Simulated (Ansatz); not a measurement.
Calculation: PBE (plane waves to 420 eV, PAW; Ansatz, a first-principles code).

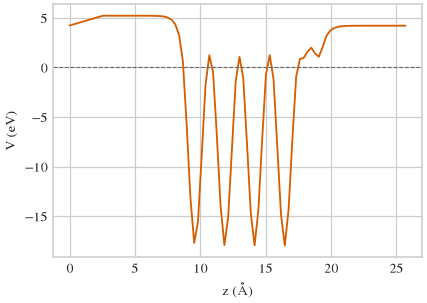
Figure. Planar average of the electrostatic potential across the slab, in eV from the Fermi level, for Sn on the 1x1 (111) surface of fcc Pd, one in a 2x2 cell, started at the site 'bridge Pd-Pd (span 2.8 Å)'

Slab: 17 atoms, 6.8 Å thick at the start under the adsorbate (thin: gaps and levels are the slab's own); k 6x6x1, smearing 0.1 eV, dipole-corrected; 8 atoms held, the rest relaxed; start symmetry kept, larger cells not searched; no spin, no spin-orbit, no U, no dispersion correction. At the end it is bonded to 3 Pd. In PBE it is, or lies within 0.03 eV of, the lowest of the starts that converged.

The surface cell has an area of 26.94 Å². What dipole along the normal does the step between the two vacuum levels imply?

the top vacuum level lies 1.01 eV below the bottom one; p = −ε₀ A ΔV (ε₀ = 0.005526 e/(V·Å)) gives 0.15 e·Å a cell.
